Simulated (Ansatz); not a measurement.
# Lattice dynamics of RbVS3 (model cell, started as cubic perovskite with V in the octahedra)

Aim: the phonons of RbVS3 (model cell, started as cubic perovskite with V in the octahedra) at a cell relaxed beforehand at this level. After the zone centre comes a 4×4×4 q mesh on a 8×8×8 k mesh.

Main program and level: Ansatz 0.2.0; DFT PBEsol, scalar-relativistic, plane waves, PAW; PAW set soft_1.

The structure was built from a prototype and need not be the compound's stable phase.

## 1. The structure

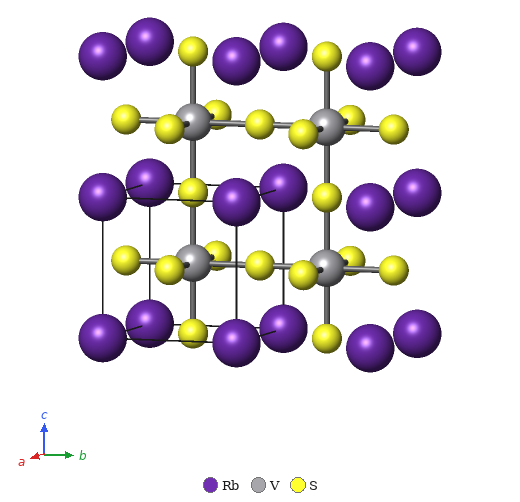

Start, viewed slightly off an axis; rubidium purple, vanadium grey, sulfur yellow. 1×2×2 cells are drawn. Some periodic images of atoms are drawn too.

## 2. Zone-centre response

The cell comes from relaxations at this level that are not shown. The zone centre comes first: it holds the modes that light can see, as far as symmetry allows. No field response is asked, since the mesh shows no gap.

Input file input.yaml:

```yaml
crystal:
  lattice:
    - [4.6426622666, 0.0, 0.0]
    - [0.0, 4.6426622666, 0.0]
    - [0.0, 0.0, 4.6426622666]
  atoms:
    - { symbol: Rb, position: [0.0, 0.0, 0.0] }
    - { symbol: V, position: [0.5, 0.5, 0.5] }
    - { symbol: S, position: [0.5, 0.5, 0.0] }
    - { symbol: S, position: [0.5, 0.0, 0.5] }
    - { symbol: S, position: [0.0, 0.5, 0.5] }
kpoints:
  mp_grid: { grid: [8, 8, 8] }
hamiltonian:
  xc: pbesol
  pseudopotentials: { kind: paw, azcp: { folder: soft_1 }, xc_functional: pbe }
scf:
  occupations: { method: methfessel_paxton, width: 0.2 }
output:
  eigenvalues: true
phonons:
  method: dfpt
```

Started as:

```bash
$ ansatz run input.yaml --threads 4 --pin off --max-ram 16384MiB --backend cpu --events-out ev --progress --plain --runs-dir out
```

Numbers of over 12 decimals in the logs are rounded to 6 here.

The program printed:

```text
zone centre: on kpoints.mp_grid the ground state, and the responses unless they are solved on pairs of k-points, stand on 125 of the mesh's 512 k-points, reduced under 8 symmetry operations, with k and −k counted as one. Each operation leaves every solved displacement unchanged or reverses it
Engine: ansatz 0.2.0, aarch64-unknown-linux-gnu
Pseudopotentials: kind: paw
Pseudopotential: Rb, paw, valence charge 9, recommended cutoff 420 eV (normal), soft_1/Rb.paw.azcp
Pseudopotential: V, paw, valence charge 13, recommended cutoff 420 eV (normal), soft_1/V.paw.azcp
Pseudopotential: S, paw, valence charge 6, recommended cutoff 420 eV (normal), soft_1/S.paw.azcp
Functional definition: PBEsol
  exchange = pbesol_x
  correlation = pbesol_c
Crystal: 5 atoms, lattice volume = 100.069 Å³
Basis set: ecut = 420 eV, 1935 PW (Γ), exchange–correlation on 64×64×64 points (8 copies of the dense FFT grid, shifted against one another)
Bands: 25, of which v1, the nominal top of the filled ones, is band 20 counted from 1 (19 counted from 0)
Symmetry: 48 space group operations
k-points: 125 of 512 (irreducible under 8 space group operations)
Non-local potential: Rb, projectors of the file, l = 0: 3, l = 1: 2, l = 2: 2
Non-local potential: V, projectors of the file, l = 0: 3, l = 1: 2, l = 2: 3, l = 3: 1
Non-local potential: S, projectors of the file, l = 0: 2, l = 1: 2, l = 2: 1
PAW form: soft (Blöchl's): semilocal exchange-correlation on the pseudo side does not see the compensation charge
PAW frozen core: Rb, regenerated for the run's functional, and the local potential with it (the file was generated under x = pbe(κ = 0.804, μ = 0.219515), c = pbe(β = 0.066725))
PAW frozen core: V, regenerated for the run's functional, and the local potential with it (the file was generated under x = pbe(κ = 0.804, μ = 0.219515), c = pbe(β = 0.066725))
PAW frozen core: S, regenerated for the run's functional, and the local potential with it (the file was generated under x = pbe(κ = 0.804, μ = 0.219515), c = pbe(β = 0.066725))
PAW one-centre angular grid: Rb, 110 points (default); XC on 64 Gauss nodes
PAW one-centre angular grid: V, 590 points (default); XC on 64 Gauss nodes
PAW one-centre angular grid: S, 110 points (default); XC on 64 Gauss nodes
Initial density: superposition of atomic densities (chi_scale 0.1, normalization cell, long waves kept (reshape's long-wave potential 0.00 eV rms))
Initial wavefunctions: pseudopotential atomic-orbital guess
Functional: x = pbesol(κ = 0.804, μ = 0.123457), c = pbesol(β = 0.046)
SCF iter   1: F=—  HF=-8761.341514 eV  |F-HF|=—  |Δ(HF+E_count)|=         —  Δρ=3.31e-2  dr2=1.73e0  ethr=3.10e-3  ⟨swp⟩=8.1  Hψ=35108  notcnv=0  defer=14
automatic band count: the SCF goes on with 30 bands, as 25 were too few: the levels above may hold too much charge
preconditioner: auto → Kerker (q_TF=auto, 2.342 Å⁻¹)  [metal: Δε(μ)=0.080 eV  Ē_g=10.390 eV  σ=0.200 eV  W_gap=0.33  n_scr=18 (ndim 8)  ℏωp=20.3 eV  f_vac=0.000  D(μ)=2.51/eV (n_scr^D=18)]
SCF iter   2: F=—  HF=-8761.015862 eV  |F-HF|=—  |Δ(HF+E_count)|=   3.26e-1  S|Δr|=    0.00e0  Δρ=1.94e-2  dr2=6.51e-1  ethr=3.10e-3  ⟨swp⟩=2.3  Hψ=5635  notcnv=0  defer=124
SCF iter   3: F=—  HF=-8760.830588 eV  |F-HF|=—  |Δ(HF+E_count)|=   1.85e-1  S|Δr|=    0.00e0  Δρ=5.28e-3  dr2=4.23e-2  ethr=1.63e-3  ⟨swp⟩=2.8  Hψ=6552  notcnv=0  defer=124
SCF iter   4: F=—  HF=-8760.827516 eV  |F-HF|=—  |Δ(HF+E_count)|=   3.07e-3  S|Δr|=    0.00e0  Δρ=1.95e-3  dr2=7.71e-3  ethr=1.06e-4  ⟨swp⟩=1.4  Hψ=3736  notcnv=0  defer=125
SCF iter   5: F=—  HF=-8760.825675 eV  |F-HF|=—  |Δ(HF+E_count)|=   1.84e-3  S|Δr|=    0.00e0  Δρ=6.73e-4  dr2=6.96e-4  ethr=1.93e-5  ⟨swp⟩=2.1  Hψ=4994  notcnv=0  defer=128
SCF iter   6: F=—  HF=-8760.825599 eV  |F-HF|=—  |Δ(HF+E_count)|=   7.67e-5  S|Δr|=    0.00e0  Δρ=1.04e-4  dr2=1.60e-5  ethr=1.74e-6  ⟨swp⟩=2.2  Hψ=5141  notcnv=0  defer=134
SCF iter   7: F=—  HF=-8760.825600 eV  |F-HF|=—  |Δ(HF+E_count)|=   9.39e-7  S|Δr|=    0.00e0  Δρ=3.17e-5  dr2=2.59e-6  ethr=4.00e-8  ⟨swp⟩=2.2  Hψ=5614  notcnv=0  defer=134
SCF iter   8: F=—  HF=-8760.825599 eV  |F-HF|=—  |Δ(HF+E_count)|=   2.06e-7  S|Δr|=    0.00e0  Δρ=8.40e-6  dr2=1.41e-7  ethr=6.48e-9  ⟨swp⟩=2.3  Hψ=5682  notcnv=0  defer=178
SCF iter   9: F=—  HF=-8760.825600 eV  |F-HF|=—  |Δ(HF+E_count)|=   4.33e-8  S|Δr|=    0.00e0  Δρ=2.84e-6  dr2=1.16e-8  ethr=3.51e-10  ⟨swp⟩=2.9  Hψ=6120  notcnv=0  defer=178
SCF iter  10: F=—  HF=-8760.825600 eV  |F-HF|=—  |Δ(HF+E_count)|=   6.94e-9  S|Δr|=    0.00e0  Δρ=6.95e-7  dr2=5.57e-10  ethr=2.91e-11  ⟨swp⟩=2.0  Hψ=5051  notcnv=0  defer=178
SCF iter  11: F=—  HF=-8760.825600 eV  |F-HF|=—  |Δ(HF+E_count)|=  3.42e-10  S|Δr|=    0.00e0  Δρ=1.47e-7  dr2=2.83e-11  ethr=1.39e-12  ⟨swp⟩=2.0  Hψ=5225  notcnv=0  defer=178
SCF iter  12: F=-8760.825600 eV  HF=-8760.825600 eV  |F-HF|=0.00e0  |Δ(HF+E_count)|=  1.09e-11  S|Δr|=    0.00e0  Δρ=2.56e-8  dr2=8.45e-13  ethr=1.00e-12  ⟨swp⟩=14.9  Hψ=20971  notcnv=0
SCF 1 converged in 12 iterations: F = -8760.825600 eV  dr2 = 8.45e-13
  greatest PAW one-centre occupation: 1.000 electrons in one spin orbital (limit 2), on the V atom at site 1 (counted from 0), in its partial waves of l = 0
DFPT response loops at Γ: preconditioner auto → Kerker (q_TF=auto, 2.342 Å⁻¹) (partly filled bands, converged f_vac=0.000); β = 1.00, the filter's whole step (`scf.mixing.beta` (0.50) is not read by the response loops under this deck's `scf.mixing.preconditioner`; to damp them name `kerker` or `kerker_dos`, under which they read `scf.mixing.beta`, and type it under 1.00, their step now; both keys bind the ground state too); Broyden in place of MSR1
SCF converged after 12 iterations
Stability not checked: this state was not tested for a lower state beside it, because cold or Methfessel-Paxton smearing, or corrected tetrahedra, fill the levels in a way that the test cannot read (fill_not_monotonic; see scf.lower_state_search)
Free energy (F): -8760.825600 eV
Harris-Foulkes:  -8760.825600 eV  (|F-HF|=0.00e0)
Internal energy: -8760.802918 eV  (E = F + TS)
E sigma→0 (E₀):  -8760.819929 eV
Entropy (-TS):   -0.022681 eV (-4.536 meV/atom)
Fermi energy:    7.811124 eV
--- Per-component energies (eV) ---
  E_band       = -282.984239
  E_kinetic    = 794.759312
  E_local      = -2463.805177  (includes V_loc(G=0)·N_el)
  E_nonlocal   = 373.797746
  E_hartree    = 907.805344
  E_xc         = -502.004405
  E_vxc        = -522.795356  (∫ρ·V_xc dr)
  E_paw        = -5448.133335  (= ΣΔE_a)
  E_vpaw       = -280.552452  (= ΣTr[D̂ρ^β])
  E_aug_tail   = 0.001026  (compensation charges beyond the density's cutoff)
  E_ewald      = -2423.682627
  E_core_change = 0.459199  (= ΣΔE_core)
  E_smearing   = -0.022681  (= −TS)
  E_closure    = -0.000000  (closes the sum)
  Σ components = -8760.825600   (vs F -8760.825600, Δ=0.00e0)
--- Band table (eV; the first three rows and the last of 125) ---
  k-point 0: bands = [... 16 lower, 6.6263, 6.9190, 6.9190, 6.9190, 7.7116, 7.7116, 7.7116, 8.2491, ... 6 higher]
  k-point 1: bands = [... 16 lower, 6.4906, 6.9266, 7.0513, 7.1868, 7.1868, 7.9185, 7.9185, 8.2609, ... 6 higher]
  k-point 2: bands = [... 16 lower, 6.2013, 6.2302, 6.9450, 7.2162, 7.2162, 8.2806, 8.4113, 8.4113, ... 6 higher]
  k-point 124: bands = [... 16 lower, 3.8591, 8.1892, 8.1892, 8.1892, 9.0275, 9.0275, 9.0275, 12.8168, ... 6 higher]
--- Phonons (Γ-DFPT): 4 representative perturbations + reference, on 125 of 512 k-points (Σ response iterations 12) ---
  k mesh reduced under 8 symmetry operations, with k and −k counted as one. Each operation leaves every solved displacement unchanged or reverses it
  ASR residual: 3.303e-5 → 0.000e0 eV/Å²; symmetrization residual: 3.280e-6 eV/Å²
  ASR residual per site (eV/Å²): 9.47e-6 4.43e-6 3.30e-5 3.30e-5 3.30e-5
  Γ frequencies (cm⁻¹): -76.42 -76.42 -76.42 0.00 0.00 0.00 126.27 126.27 126.27 147.82 147.82 147.82 303.10 303.10 303.10
  non-analytic LO–TO correction: not included (Born effective charges unavailable; polar crystals: no LO–TO splitting at Γ)
```

Elapsed: 39 s, on 4 threads of Arm Neoverse V1, shared host; peak memory 1.3 GiB.

This step gave:

| Property | Result |
| --- | --- |
| volume per atom | 20.01 Å³ |
| gap on the k-mesh | 0 eV |
| sum-rule residual before enforcement | 3.30e-5 eV/Å² |
| point group | m-3m |
| highest optical mode at the zone centre (no LO-TO term) | 303.1 cm⁻¹ |
| lowest optical zone-centre mode | -76.42 cm⁻¹ |

Patterns of degenerate modes are one choice out of their space. Modes at Γ, with each element's share of the kinetic energy (negative means imaginary):

```tsv
mode	frequency (cm⁻¹)	symmetry	Rb %	V %	S %
1	-76.4	T1u	4	74	21
2	-76.4	T1u	4	74	21
3	-76.4	T1u	4	74	21
4	0.0	acoustic	37	22	41
5	0.0	acoustic	37	22	41
6	0.0	acoustic	37	22	41
7	126.3	T1u	59	2	40
8	126.3	T1u	59	2	40
9	126.3	T1u	59	2	40
10	147.8	T2u	0	0	100
11	147.8	T2u	0	0	100
12	147.8	T2u	0	0	100
13	303.1	T1u	0	2	97
14	303.1	T1u	0	2	97
15	303.1	T1u	0	2	97
```

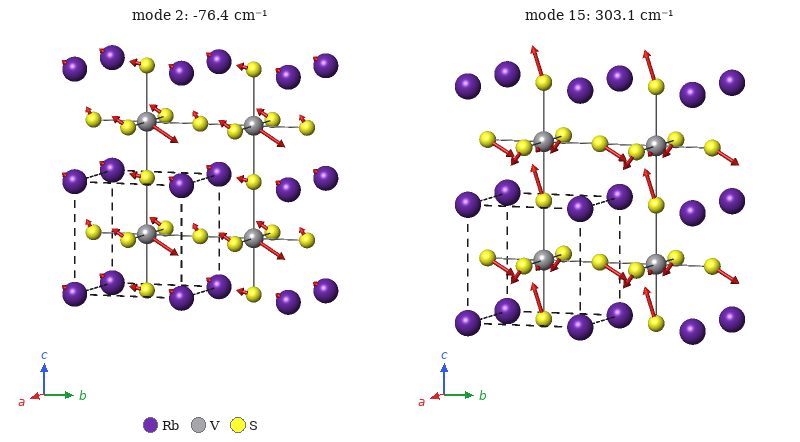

Displacement patterns of modes 2 and 15 at Γ; arrows are exaggerated. 1×2×2 cells are drawn. Some periodic images of atoms are drawn too.

Before it was imposed, the acoustic sum rule was missed by 3.3e-5 eV/Å². Small misses are needed for a sound result but don't prove that mesh and cutoff are converged. The lowest optical mode is imaginary, 76.4i cm⁻¹, so the energy falls along it.

(Continued in part 2 of 2.)

[Logs are printed without paths, hosts, clocks, repeated set-up lines and the standing remarks that a program may print on its own settings, such as how far it seeks lower states.]

[Hosts, paths, dates, database ids (printed as entryN), source tags and the programs' standing remarks are cut or masked in the printed files.]
